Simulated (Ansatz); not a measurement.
# Converging the k-point mesh: MnTlCl3 (P4mm, 5 atoms in the cell)

```
MnTlCl3
1.0
    5.04392     0.00000     0.00000
    0.00000     5.04392     0.00000
    0.00000     0.00000     5.04392
Mn Tl Cl
1 1 3
Direct
  0.50000   0.50000   0.50991
  0.00000   0.00000   0.00000
  0.00000   0.50000   0.50000
  0.50000   0.00000   0.50000
  0.50000   0.50000   0.00000
```
Moments meant for the start (each program seeds them in its own way; μB, in the order of the atoms Mn Tl Cl Cl Cl): 4.0 0.0 0.0 0.0 0.0.

Method: PBEsol, default PAW files made with PBE (plane waves; Ansatz, a program for electronic structure).

Base settings: basis.ecutwfc = 420 eV; kpoints.mp_grid.grid = 5 5 5; hamiltonian.xc = pbesol; hamiltonian.pseudopotentials = {kind: paw} (the program's default PAW files); magnetization.spin_polarized = true; scf.occupations.method = fermi_dirac; scf.occupations.width = 0.01 eV.

The second cell is the first with its lattice scaled by 0.98.

Only quantities that move along the ladder and can be compared are tabulated.

The count of work is k-points × plane waves × bands × iterations; it is no time. Core times come from one kind of shared machine, to one figure; runs under 30 s give none.

The starting cell comes from a database of computed structures (which also holds hypothetical and non-ambient phases and stackings), without a prior relaxation at this level. Its lattice was rescaled by up to half a per cent. One atom was moved a little off its site on purpose. Spin-orbit coupling is off. With one magnetic atom in the cell only a parallel order is possible. Ansatz's pressure includes its estimate of the finite-basis (Pulay) stress.

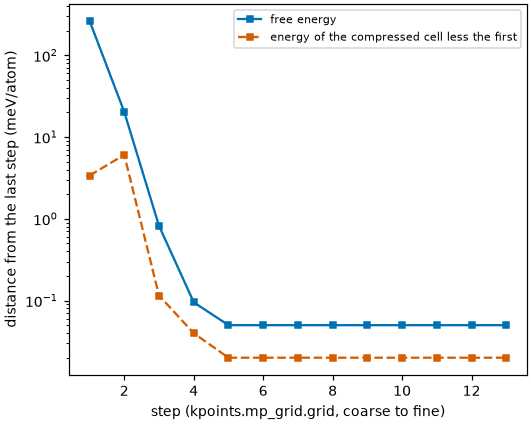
Figure: Distance from the last step along the ladder; very small values are drawn at a floor.

```tsv
kpoints.mp_grid.grid	free energy less the last step's (meV/atom)	energy of the compressed cell less the first (meV/atom)	pressure (GPa)	largest difference of a force vector from the last step's (eV/Å)	gap on the mesh (eV)	count of work / last	core time / last (rough)
1 1 1	264.65	-6.11	-1.70	0.581	2.084	0.0035	–
2 2 2	20.27	-3.43	-1.49	0.046	0.979	0.023	–
3 3 3	0.82	-9.37	-2.02	0.003	1.625	0.021	–
4 4 4	0.10	-9.45	-2.03	0.000	0.989	0.069	–
5 5 5	0.01	-9.49	-2.03	0.000	1.251	0.056	–
6 6 6	0.00	-9.49	-2.03	0.000	0.989	0.15	0.1
7 7 7	0.00	-9.49	-2.03	0.000	1.131	0.12	0.1
8 8 8	0.00	-9.49	-2.03	0.000	0.989	0.29	0.3
9 9 9	0.00	-9.49	-2.03	0.000	1.078	0.26	0.3
10 10 10	0.00	-9.49	-2.03	0.000	0.989	0.48	0.6
11 11 11	0.00	-9.49	-2.03	0.000	1.051	0.44	0.4
12 12 12	0.00	-9.49	-2.03	0.000	0.989	0.68	0.7
13 13 13	0.00	-9.49	-2.03	0.000	1.034	0.68	0.7
14 14 14	0.00	-9.49	-2.03	0.000	0.989	1.0	1
```

Coarsest kpoints.mp_grid.grid that holds the forces within 0.01 eV/Å of the last step, with all finer ones: 3 3 3, at 0.021 of the last step's count of work; the step before is off by 0.046 eV/Å.

Coarsest kpoints.mp_grid.grid that holds the free energy within 5 meV/atom of the last step, with all finer ones: 3 3 3, at 0.021 of the last step's count of work; the step before is off by 20 meV/atom.

Coarsest kpoints.mp_grid.grid that holds the pressure within 0.05 GPa of the last step, with all finer ones: 3 3 3, at 0.021 of the last step's count of work; the step before is off by 0.55 GPa.

The gap on the mesh jumps up and down from mesh to mesh; it is no smooth measure of convergence.

Keys are those of Ansatz 0.2.
